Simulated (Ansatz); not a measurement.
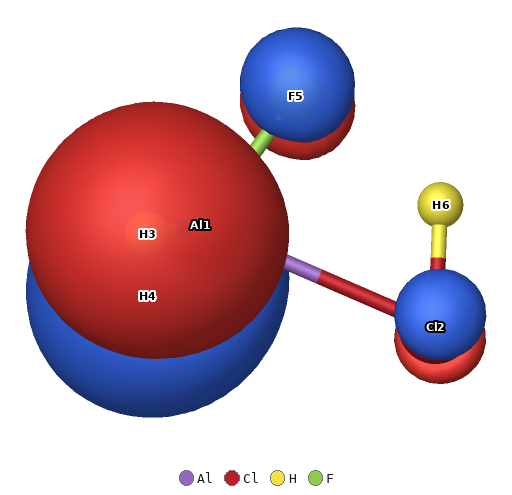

*AlClFH$_{3}$. The HOMO at ±0.08 Å⁻³ᐟ² (red and blue are the two phases), seen from one side.*

These are results of RKS B3LYP-D4/def2-SVP in Ansatz 0.2.0, not measurements.

Input file:

```
crystal:
  periodic: [false, false, false]
  atoms:
    - { symbol: Al, position_ang: [0.026918, -0.403478, -0.479144] }
    - { symbol: Cl, position_ang: [0.032732, -0.072541, 2.92839] }
    - { symbol: H, position_ang: [1.4221, 0.200686, -0.88011] }
    - { symbol: H, position_ang: [-1.405006, 0.144411, -0.829624] }
    - { symbol: F, position_ang: [0.071655, -1.888789, 0.323135] }
    - { symbol: H, position_ang: [-0.003099, -1.276489, 2.348154] }
basis:
  gaussian: { orbitals: def2-SVP }
hamiltonian:
  xc: b3lyp
  dispersion: d4
relax:
  f_tol: 0.03
  max_steps: 50
output:
  orbitals: {}
```

Command:

```sh
ansatz run input.yaml --threads 1 --pin off --max-ram 2048MiB --backend cpu --events-out ev --progress --plain --runs-dir out
```

The fields are those of the relaxed geometry.

**Where does this orbital lie, and at what energy?**

Its weight (Hirshfeld) is mainly on Al1 (about 30 %), H3 (about 30 %) and H4 (about 30 %). Its energy is −8.22 eV.
